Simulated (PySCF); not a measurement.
# AlH2O (SMILES [O][AlH2]) at UB3LYP/STO-3G

What is the vertical ionisation energy of AlH2O at UB3LYP/STO-3G? Input form: a Python script.

The calculation is run with PySCF 2.14.0.

7 further runs of the same task are left out: 7 set aside as unsound or not needed.

### Step 1. Starting point

AlH2O: 4 atoms, total charge 0, spin state doublet. As SMILES, `[O][AlH2]`. The shape is that of a PBE0-D4/def2-TZVP optimisation.

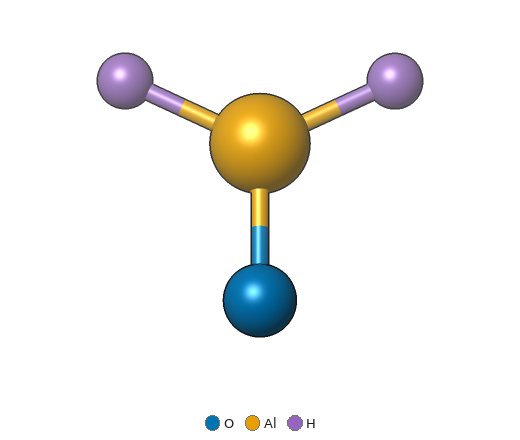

Viewed from a chosen angle; oxygen blue, aluminium amber, hydrogen purple.

### Step 2. The energy at UB3LYP/STO-3G

The input, calc.py:

```python
from pyscf import gto, dft

mol = gto.M(
    atom='O 0.062600 -0.856300 1.401400; Al 0.011300 0.029900 -0.080400; H -1.149600 -0.360800 -1.076000; H 1.131100 1.126800 -0.265300',
    verbose=3,
    basis='sto-3g',
    spin=1,
    max_memory=1860,
)

mf = dft.UKS(mol, xc='b3lyp')
mf.conv_tol = 1e-10
mf.grids.level = 5
mf.kernel()
if not mf.converged:
    mf = mf.newton().run(mf.mo_coeff, mf.mo_occ)

e_final = mf.e_tot
print(f'total energy: {e_final:.8f} hartree')
```

The run is started by

```sh
OMP_NUM_THREADS=1 python calc.py
```

What it wrote:

```text
WARN: HOMO -0.314516449606619 >= LUMO -0.314516449606618

converged SCF energy = -314.831992131809  <S^2> = 0.75412258  2S+1 = 2.0041183
total energy: -314.83199213 hartree
```

Wall time 3.3 s (1 thread of Arm Neoverse V2, shared host); peak memory 0.19 GiB.

### Step 3. The singlet cation

The input, job.py:

```python
from pyscf import gto, dft

mol = gto.M(
    atom='O 0.062600 -0.856300 1.401400; Al 0.011300 0.029900 -0.080400; H -1.149600 -0.360800 -1.076000; H 1.131100 1.126800 -0.265300',
    charge=1,
    max_memory=1860,
    basis='sto-3g',
    spin=0,
    verbose=4,
)

ks = dft.RKS(mol)
ks.xc = 'b3lyp'
ks.conv_tol = 1e-10
ks.grids.level = 5
ks.kernel()
if not ks.converged:
    ks = ks.newton().run(ks.mo_coeff, ks.mo_occ)

e_final = ks.e_tot
print(f'total energy: {e_final:.8f} hartree')
```

The run is started by

```sh
OMP_NUM_THREADS=1 python job.py
```

What it wrote:

```text
PySCF version 2.14.0

[INPUT] num. atoms = 4
[INPUT] num. electrons = 22
[INPUT] charge = 1
[INPUT] spin (= nelec alpha-beta = 2S) = 0
[INPUT] symmetry False subgroup None
[INPUT] Mole.unit = angstrom
[INPUT] Symbol           X                Y                Z      unit          X                Y                Z       unit  Magmom
[INPUT]  1 O      0.062600000000  -0.856300000000   1.401400000000 AA    0.118296855398  -1.618172480465   2.648262190965 Bohr   0.0
[INPUT]  2 Al     0.011300000000   0.029900000000  -0.080400000000 AA    0.021353905208   0.056502811124  -0.151933980415 Bohr   0.0
[INPUT]  3 H     -1.149600000000  -0.360800000000  -1.076000000000 AA   -2.172429152800  -0.681813185743  -2.033345310032 Bohr   0.0
[INPUT]  4 H      1.131100000000   1.126800000000  -0.265300000000 AA    2.137469219496   2.129343397160  -0.501344340847 Bohr   0.0

nuclear repulsion = 43.7851309922096
number of shells = 10
number of NR pGTOs = 48
number of NR cGTOs = 16
basis = sto-3g
ecp = {}

******** <class 'pyscf.dft.rks.RKS'> ********
method = RKS
initial guess = minao
damping factor = 0
level_shift factor = 0
DIIS = <class 'pyscf.scf.diis.CDIIS'>
diis_start_cycle = 1
diis_space = 8
diis_damp = 0
SCF conv_tol = 1e-10
SCF conv_tol_grad = None
SCF max_cycles = 50
direct_scf = True
direct_scf_tol = 1e-13
XC library pyscf.dft.libxc version 7.0.0
    S. Lehtola, C. Steigemann, M. J.T. Oliveira, and M. A.L. Marques.,  SoftwareX 7, 1–5 (2018)
XC functionals = b3lyp
    P. J. Stephens, F. J. Devlin, C. F. Chabalowski, and M. J. Frisch.,  J. Phys. Chem. 98, 11623 (1994)
radial grids:
    Treutler-Ahlrichs [JCP 102, 346 (1995); DOI:10.1063/1.469408] (M4) radial grids

becke partition: Becke, JCP 88, 2547 (1988); DOI:10.1063/1.454033
pruning grids: <function nwchem_prune>
grids dens level: 5
symmetrized grids: False
atomic radii adjust function: <function treutler_atomic_radii_adjust>
small_rho_cutoff = 0
Set gradient conv threshold to 1e-05
Initial guess from minao.
tot grids = 133112
init E= -314.461262632185
  HOMO = -0.38013155286798  LUMO = -0.314516449606614  gap/eV = 1.78548
cycle= 1 E= -313.911250983584  delta_E= 0.55  |g|= 1.02  |ddm|= 2.31
  HOMO = -0.258164729642088  LUMO = -0.0723299437822131  gap/eV = 5.05682
cycle= 2 E= -306.859462678858  delta_E= 7.05  |g|= 3.13  |ddm|= 6.44
  HOMO = -0.386729720494641  LUMO = -0.354210655047929  gap/eV = 0.88489
cycle= 3 E= -314.261820029232  delta_E= -7.4  |g|= 0.698  |ddm|= 5.76
  HOMO = -0.485023315681635  LUMO = -0.408568350773969  gap/eV = 2.08045
cycle= 4 E= -314.417794689315  delta_E= -0.156  |g|= 0.398  |ddm|= 0.544
  HOMO = -0.515276173927036  LUMO = -0.434315922588968  gap/eV = 2.20304
cycle= 5 E= -314.481992639282  delta_E= -0.0642  |g|= 0.165  |ddm|= 0.376
  HOMO = -0.528256251822073  LUMO = -0.442258316310603  gap/eV = 2.34012
cycle= 6 E= -314.495195442896  delta_E= -0.0132  |g|= 0.0571  |ddm|= 0.185
  HOMO = -0.530127790882352  LUMO = -0.443243149022649  gap/eV = 2.36425
cycle= 7 E= -314.496607280522  delta_E= -0.00141  |g|= 0.0213  |ddm|= 0.0567
  HOMO = -0.531555176666854  LUMO = -0.444201814719418  gap/eV = 2.37701
cycle= 8 E= -314.496799614391  delta_E= -0.000192  |g|= 0.00706  |ddm|= 0.0208
  HOMO = -0.532108420544962  LUMO = -0.444540116941536  gap/eV = 2.38285
cycle= 9 E= -314.496820399016  delta_E= -2.08e-05  |g|= 0.00222  |ddm|= 0.00677
  HOMO = -0.532356044523045  LUMO = -0.44468866788287  gap/eV = 2.38555
cycle= 10 E= -314.49682264031  delta_E= -2.24e-06  |g|= 9.46e-05  |ddm|= 0.00291
  HOMO = -0.53236744324595  LUMO = -0.444694851454079  gap/eV = 2.38569
cycle= 11 E= -314.496822644363  delta_E= -4.05e-09  |g|= 2.53e-06  |ddm|= 0.000126
  HOMO = -0.532367928207229  LUMO = -0.44469513551955  gap/eV = 2.38570
cycle= 12 E= -314.496822644365  delta_E= -2.5e-12  |g|= 1.61e-06  |ddm|= 6.52e-06
  HOMO = -0.532366829783604  LUMO = -0.444694441522624  gap/eV = 2.38569
Extra cycle  E= -314.496822644337  delta_E= 2.86e-11  |g|= 7.99e-06  |ddm|= 1.34e-05
converged SCF energy = -314.496822644337
total energy: -314.49682264 hartree
```

Wall time 2.1 s (1 thread of Arm Neoverse V2, shared host); peak memory 0.18 GiB.

### Step 4. Summary of results

Level: UB3LYP/STO-3G.

| quantity | value |
| --- | --- |
| doublet AlH2O: total energy | -314.83199 Eh |
| doublet AlH2O: dipole moment | 0.67 D |
| doublet AlH2O: HOMO energy (highest over α and β) | -3.57 eV |
| doublet AlH2O: LUMO energy (lowest over α and β) | 1.12 eV |
| doublet AlH2O: ⟨S²⟩ | 0.754 |
| singlet cation: total energy | -314.49682 Eh |
| singlet cation: HOMO energy | -14.49 eV |
| singlet cation: LUMO energy | -12.10 eV |
| singlet cation: HOMO–LUMO gap | 2.39 eV |
| vertical ionisation energy (to the singlet cation) | 9.120 eV |

In words: The vertical ionisation energy comes to 9.12 eV (210 kcal/mol). Only the singlet of the ionised species was computed; a triplet could lie lower. In a minimal basis such a difference can be off by several eV, whatever the method. Mulliken charges (doublet AlH2O) run from -0.27 on O1 to +0.73 on Al2.
